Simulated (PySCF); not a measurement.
# [GeH5]− (SMILES [H][Ge-]([H])([H])([H])[H]): levels of theory compared

We compute a comparison of 6 runs (M06-2X/STO-6G, r2SCAN/STO-6G, UMP2/STO-6G, NEVPT2(2,2)/STO-6G, QCISD(T)/STO-6G, FCI/STO-6G) of [GeH5]−. 

The calculation is run with PySCF 2.14.0.

7 further runs of the same task are left out: 1 that didn't finish, 6 set aside as unsound or not needed.

## (1) The molecule

[GeH5]− has 6 atoms, charge -1, and is taken as a singlet. As SMILES, `[H][Ge-]([H])([H])([H])[H]`. The Ge1–H5 distance was set to 3.331 Å, away from the relaxed value. At this shape a bond of the SMILES string is far longer than usual.

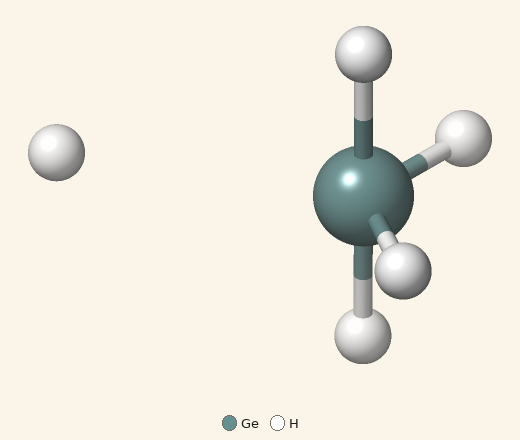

The structure, seen from a chosen angle (germanium teal, hydrogen white).

## (2) The energy at M06-2X/STO-6G (run 1)

start.xyz

```xyz
6

Ge     0.920798    -1.567214     0.014438
H      0.897148    -1.571904     1.776538
H      0.942628    -1.556714    -1.767022
H      2.435528    -1.555174     0.023518
H     -0.767040     1.304120     0.000050
H      0.174088    -2.883944    -0.008282
```

calc.py

```python
from pyscf import gto, dft

molecule = gto.M(
    atom='start.xyz',
    verbose=4,
    basis='sto-6g',
    spin=0,
    charge=-1,
    max_memory=1860,
)

calc0 = dft.RKS(molecule)
calc0.xc = 'm06-2x'
calc0.conv_tol = 1e-10
calc0.grids.level = 5
calc0.kernel()
if not calc0.converged:
    calc0 = calc0.newton().run(calc0.mo_coeff, calc0.mo_occ)

e_final = calc0.e_tot
print(f'total energy: {e_final:.8f} hartree')
```

Run with:

```
$ OMP_NUM_THREADS=1 python calc.py
```

Output:

```text
PySCF version 2.14.0

[... 83 lines left out ...]
converged SCF energy = -2068.1275839482
total energy: -2068.12758395 hartree
```

Wall time 7.2 s (1 thread of Arm Neoverse V1, shared host); peak memory 0.22 GiB.

## (3) A single-point energy at r2SCAN/STO-6G (run 2)

input.xyz

```xyz
6
GeH5
Ge     0.920798    -1.567214     0.014438
H      0.897148    -1.571904     1.776538
H      0.942628    -1.556714    -1.767022
H      2.435528    -1.555174     0.023518
H     -0.767040     1.304120     0.000050
H      0.174088    -2.883944    -0.008282
```

run.py

```python
from pyscf import gto, dft

molecule = gto.Mole()
molecule.atom = 'input.xyz'
molecule.charge = -1
molecule.verbose = 3
molecule.basis = 'sto-6g'
molecule.max_memory = 1860
molecule.build()

ks = dft.RKS(molecule)
ks.xc = 'r2scan'
ks.grids.level = 5
ks.conv_tol = 1e-10
ks.kernel()
if not ks.converged:
    ks = ks.newton().run(ks.mo_coeff, ks.mo_occ)

e_tot = ks.e_tot
print('Final energy', e_tot)
```

Run with:

```
$ OMP_NUM_THREADS=1 python run.py
```

Output:

```text
converged SCF energy = -2068.34155151757
Final energy -2068.3415515175743
```

Run time: 9.3 s. Hardware: 1 thread of Arm Neoverse V1, shared host; peak memory 0.22 GiB.

Runs 3 to 5 aren't shown in full; the table further down has their settings and results.

## (4) The energy at FCI/STO-6G (run 6)

Edit start.xyz of step 2 so:

```diff
@@ -1,3 +1,3 @@
 6
-
+GeH5
 Ge     0.920798    -1.567214     0.014438
```

run.py

```python
from pyscf import gto, scf, mcscf
from pyscf import fci

mol = gto.Mole()
mol.atom = 'start.xyz'
mol.verbose = 3
mol.max_memory = 1860
mol.charge = -1
mol.spin = 0
mol.basis = 'sto-6g'
mol.build()

myscf = scf.RHF(mol)
myscf.conv_tol = 1e-10
myscf.kernel()
if not myscf.converged:
    myscf = myscf.newton().run(myscf.mo_coeff, myscf.mo_occ)

cas = mcscf.CASCI(myscf, myscf.mo_coeff.shape[-1] - 9, (mol.nelec[0] - 9, mol.nelec[1] - 9))  # full CI above the frozen core
cas.fcisolver = fci.direct_spin0.FCI(mol)  # even spin states alone
cas.kernel()
print('<S^2> = %.4f' % cas.fcisolver.spin_square(cas.ci, cas.ncas, cas.nelecas)[0])
e_final = cas.e_tot
print('Final energy', e_final)
```

Run with:

```
$ OMP_NUM_THREADS=1 python run.py
```

Output:

```text
converged SCF energy = -2066.68536658098
CASCI E = -2066.84192052558  E(CI) = -115.863169996697  S^2 = 0.0000000
<S^2> = 0.0000
Final energy -2066.841920525582
```

Wall time 23 s (1 thread of Arm Neoverse V1, shared host); peak memory 0.34 GiB.

## (5) All runs side by side

| run | level | integration grid | frozen core orbitals | energy (Eh) | HOMO energy (eV) | LUMO energy (eV) | HOMO–LUMO gap (eV) | wall time |
| --- | --- | --- | --- | --- | --- | --- | --- | --- |
| 1 | M06-2X/STO-6G | 5 | – | -2068.127584 | 4.64 | 8.20 | 3.56 | 7.2 s |
| 2 | r2SCAN/STO-6G | 5 | – | -2068.341552 | 5.96 | 6.86 | 0.91 | 9.3 s |
| 3 | UMP2/STO-6G | – | 9 | -2066.814327 | 3.40 | 12.40 | 9.00 | 1.3 s |
| 4 | NEVPT2(2,2)/STO-6G | – | – | -2066.819286 | 3.95 | 10.14 | 6.19 | 1.4 s |
| 5 | QCISD(T)/STO-6G | – | 9 | -2066.842911 | 3.95 | 10.14 | 6.19 | 1.4 s |
| 6 | FCI/STO-6G | – | 9 | -2066.841921 | 3.95 | 10.14 | 6.19 | 23 s |

## (6) Summary of results

```
                                                    quantity           value
                                         run 6: total energy  -2066.84192 Eh
                  run 6: HOMO energy (Hartree–Fock orbitals)         3.95 eV
                  run 6: LUMO energy (Hartree–Fock orbitals)        10.14 eV
run 6: HOMO–LUMO gap (to an unbound level, set by the basis)         6.19 eV
          run 6: correlation energy (9 core orbitals frozen)      -156.6 mEh
```

Against full CI in this basis: UMP2 +27.6 mEh; QCISD(T) -1.0 mEh. Totals of different functionals can't be ranked against each other. In runs 1, 2, 3, 4, 5, 6 the HOMO lies above zero, so the outermost electron may be held by the basis alone. In run 5 the T1 diagnostic is large, so a single reference may not serve. In runs 1, 2, 3, 4, 5, 6 the basis is minimal, so the values are rough. Spin contamination of the reference: run 3 ⟨S²⟩ = 1.00. Where it is this large, the reference is a mixture of spin states, and values that rest on it are in doubt. All runs together took 44 s, the longest 23 s.
